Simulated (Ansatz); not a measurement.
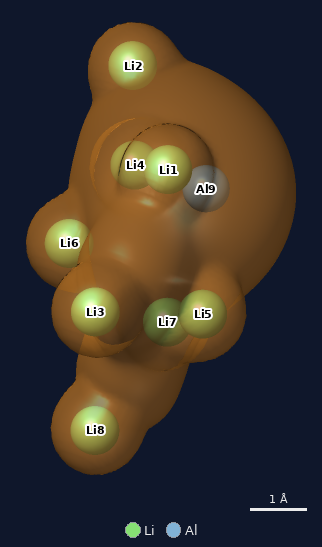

*AlLi$_{8}$ (charge −1). Isosurface of the total electron density at 0.05 e/Å³ (orange), seen at an oblique angle.*

Geometry: r2SCAN-D4/def2-TZVPD.

All numbers below come from RKS PBE0-D4/def2-TZVPD in Ansatz 0.2.0.

The calculation's input:

```
crystal:
  periodic: [false, false, false]
  atoms:
    - {symbol: Li, position_ang: [1.365485, 2.196350, -0.887852]}
    - {symbol: Li, position_ang: [-0.847274, 1.166794, -2.826539]}
    - {symbol: Li, position_ang: [1.620284, 2.668778, 2.227656]}
    - {symbol: Li, position_ang: [-1.477221, -1.649143, -1.878511]}
    - {symbol: Li, position_ang: [2.183434, 0.114457, 0.873983]}
    - {symbol: Li, position_ang: [-0.642894, 0.673004, 0.589042]}
    - {symbol: Li, position_ang: [0.362853, -2.064403, 0.602205]}
    - {symbol: Li, position_ang: [0.842182, -0.639963, 3.385500]}
    - {symbol: Al, position_ang: [0.781050, -0.397475, -1.531385]}
basis:
  gaussian: {orbitals: def2-TZVPD, initial_orbitals: start.molden}
total_charge: -1
hamiltonian: {xc: pbe0, dispersion: d4}
scf: {omitted_lower_state_checks: [starts]}
output: {orbitals: {seedname: orbitals}}
```

Command:

```sh
ansatz run in.yaml --threads 4 --pin off --events-out ev --progress --plain --max-ram 3916MiB
```

> Which contacts does the surface bridge?

At this value the surface is in one piece. It bridges the sampled Li···Al (2.60 Å), Li–Al (2.60 Å) and Li–Al (2.74 Å) contacts, where the density stays above the isovalue. On the grid the lowest density along these lines, outside the cores, is 0.12 e/Å³ (Li···Al, 2.60 Å), 0.12 e/Å³ (Li–Al, 2.60 Å) and 0.11 e/Å³ (Li–Al, 2.74 Å).
